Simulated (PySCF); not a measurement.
```xyz
17

F     4.1680    0.2441    0.1041
Si    2.5884    0.1596    0.4091
P     1.8265   -1.5803   -0.7672
Si   -0.3447   -1.5306   -0.2430
C    -1.1740    0.1310   -0.6226
C    -2.3854    0.5536    0.1729
C    -1.0815    1.2387    0.3732
F    -0.4023    0.9949    1.5373
H     2.4875   -0.0997    1.8343
H     2.1152    1.4732   -0.0084
H     1.6995   -0.9001   -1.9658
H    -0.4996   -1.8395    1.1776
H    -1.0191   -2.5392   -1.0679
H    -1.1563    0.4463   -1.6593
H    -3.1791    1.0978   -0.3165
H    -2.7212   -0.1070    0.9565
H    -0.9290    2.2691    0.0757
```

Geometry: GFN2-xTB.

All numbers below come from PBE0/pcSseg-1, SCF density, gas phase, non-relativistic in PySCF 2.14.0.

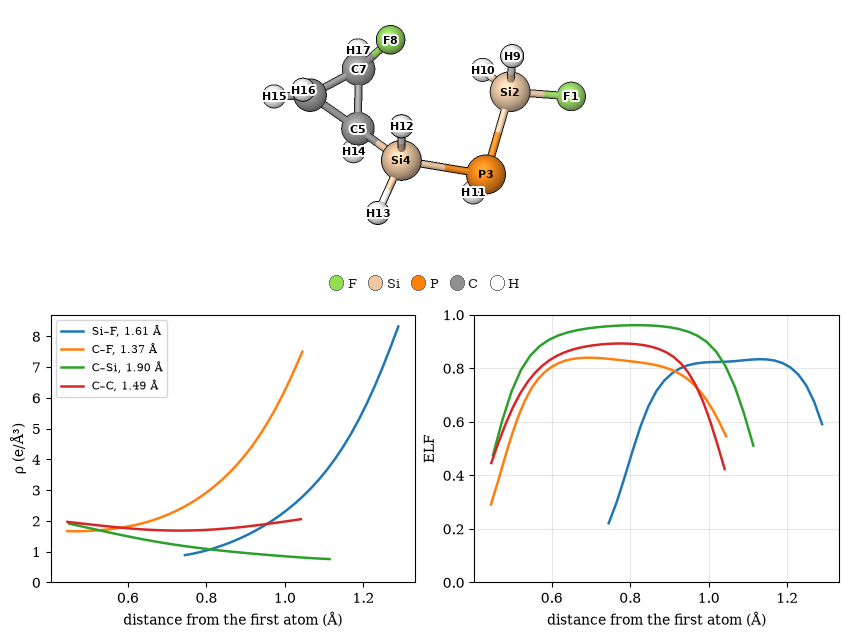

C3H9F2PSi2 (SMILES F[SiH2]P[SiH2][C@H]1C[C@H]1F). Total electron density and electron localisation function along straight lines between neighbouring atoms. The curves leave out the atomic cores. The structure is drawn too.

### What can be read from the curves?

Si–F (1.61 Å): ρ at the midpoint is about 1.1 e/Å³; the ELF peaks at about 0.85 in the valence shell of F, 0.5 Å from its nucleus, and is about 0.50 at the midpoint.
C–F (1.37 Å): the density is about 2.1 e/Å³ at the midpoint, with its minimum of 1.7 e/Å³ about 0.5 Å from C; the ELF peaks at about 0.85 between the atoms: a shared but strongly polarised pair.
C–Si (1.90 Å): ρ is about 0.91 e/Å³ halfway; the ELF peaks at about 0.95 between the atoms: a shared electron pair.
C–C (1.49 Å): ρ is about 1.7 e/Å³ halfway; the ELF peaks at about 0.90 between the atoms; a covalent bond.
